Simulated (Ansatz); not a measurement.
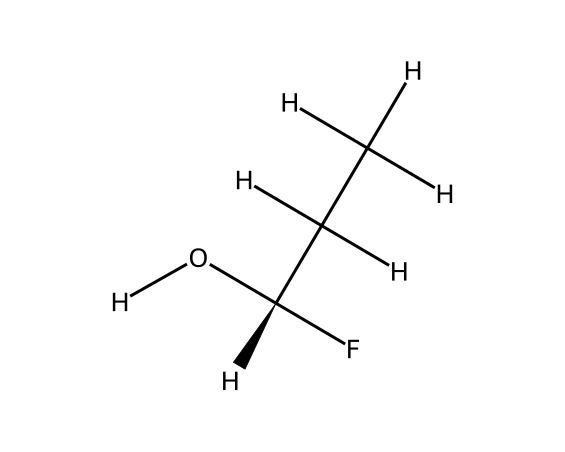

> Transcribe the drawing into SMILES.

CC[C@@H](O)F

> What is the molecular formula?

C3H7FO.

> An optimisation with PBE0-D4/def2-TZVP gave a structure of which point group?

C1.

The parts below concern this one geometry. Atoms keep their numbers from picture to picture. The computed structure is the end point of a PBE0-D4/def2-TZVP optimisation.

Shape

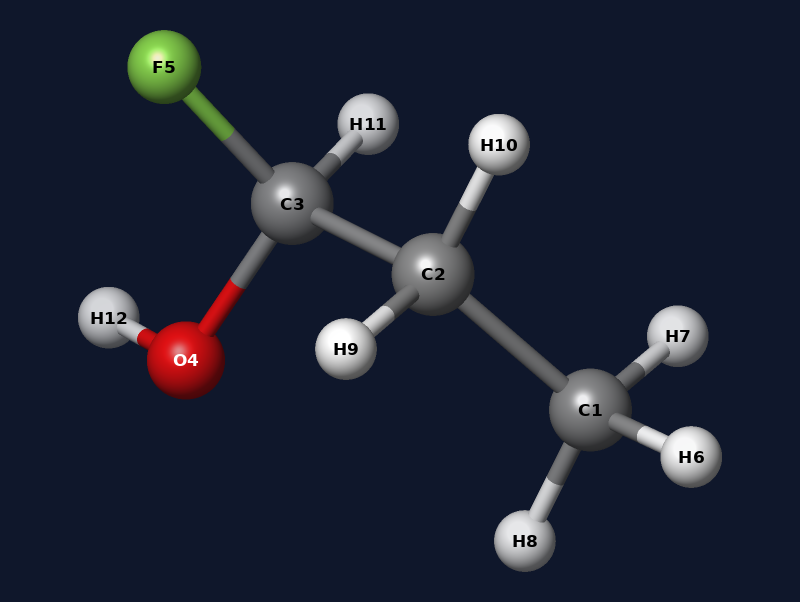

Which atoms are bonded, and how long are the bonds?

```tsv
bond	length (Å)	order
C1–C2	1.518	single
C1–H6	1.091	single
C1–H7	1.094	single
C1–H8	1.091	single
C2–C3	1.505	single
C2–H9	1.094	single
C2–H10	1.093	single
C3–O4	1.376	single
C3–F5	1.390	single
C3–H11	1.099	single
O4–H12	0.961	single
```

Vibrations

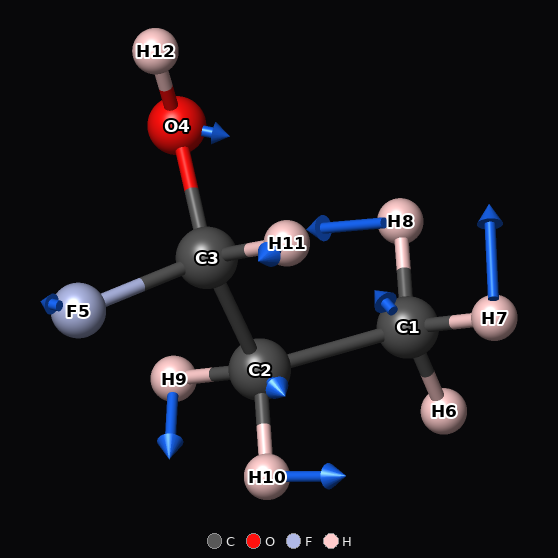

The arrows show one normal mode. Harmonic vibrations computed with RKS PBE0-D4/def2-TZVP (Ansatz 0.2.0) at a stationary point of the same level.

> Describe the motion.

A torsion or out-of-plane motion in which bond lengths and bond angles hardly change.

> At what wavenumber does it lie?

113 cm⁻¹; it is mode 1 of 30 counted from the lowest.

Levels of theory compared

Program: Ansatz 0.2.0.

Compare dipole (D), HOMO–LUMO gap (eV) at these levels: B3LYP-D4/def2-TZVPP; PBE-D4/def2-TZVPP; r2SCAN-D4/def2-TZVPP; ωB97M-V/def2-TZVPP.

```tsv
level	dipole (D)	HOMO–LUMO gap (eV)
B3LYP-D4/def2-TZVPP	1.66	9.19
PBE-D4/def2-TZVPP	1.55	7.25
r2SCAN-D4/def2-TZVPP	1.61	8.42
ωB97M-V/def2-TZVPP	1.66	13.67
```

Charges

The questions are on Mulliken charges. Level of theory: RKS PBE0-D4/def2-TZVP (Ansatz 0.2.0).

List the Mulliken charges.

```tsv
atom	value (e)
C1	−0.39
C2	−0.15
C3	0.19
O4	−0.41
F5	−0.23
H6	0.13
H7	0.11
H8	0.14
H9	0.11
H10	0.11
H11	0.07
H12	0.32
```

Mulliken values depend strongly on the basis set and can even reverse the polarity of a bond.
